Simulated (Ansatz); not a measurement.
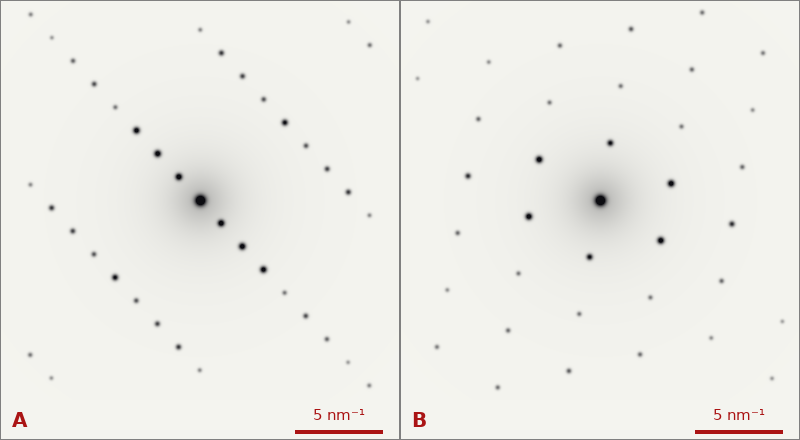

Kinematic electron diffraction patterns (300 kV, B = 0.5 Å², same scale, each along a low-index zone) of two structures of composition B2Se, each relaxed at zero pressure with DFT PBE, scalar-relativistic, plane waves, PAW (Ansatz).

The structures (standard cells):
1. Cmmm (No. 65), a = 2.593 Å, b = 6.006 Å, c = 4.445 Å, 6 atoms; generated start, possibly hypothetical
2. P6_3mc (No. 186), a = 3.027 Å, c = 11.080 Å (hexagonal axes), 6 atoms; generated start, possibly hypothetical

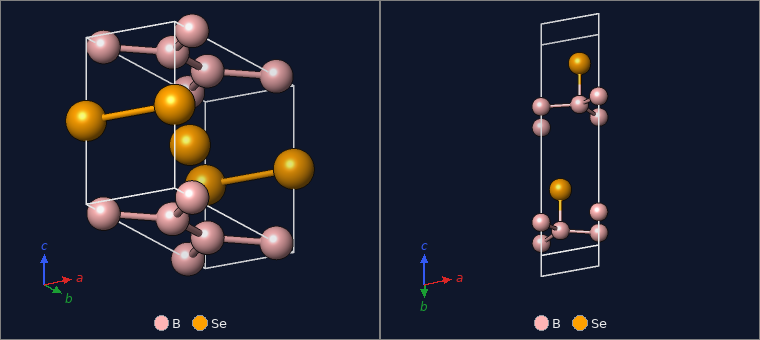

Drawings of the structures 1 to 2, from left to right (each may span several cells).

Which pattern belongs to which structure, and along which zone?

A is structure 2 along [210] or an equivalent direction: rectangular net of 0 0 2 at d = 5.54 Å and 1 -2 0 at d = 1.51 Å, 90.0° apart (some points of this net are extinct or too weak to see). B is structure 1 along [001]: centred rectangular net of 0 2 0 at d = 3.00 Å and 1 1 0 at d = 2.38 Å, 66.6° apart.

Rank the structures by their computed energy.

Structure 2 (P6_3mc, 14.66 Å³ an atom) is the lowest of these; structure 1 (Cmmm, 11.54 Å³ an atom) lies about 82 meV an atom higher. These are static energies at 0 K; other structures, not shown, may lie lower still.
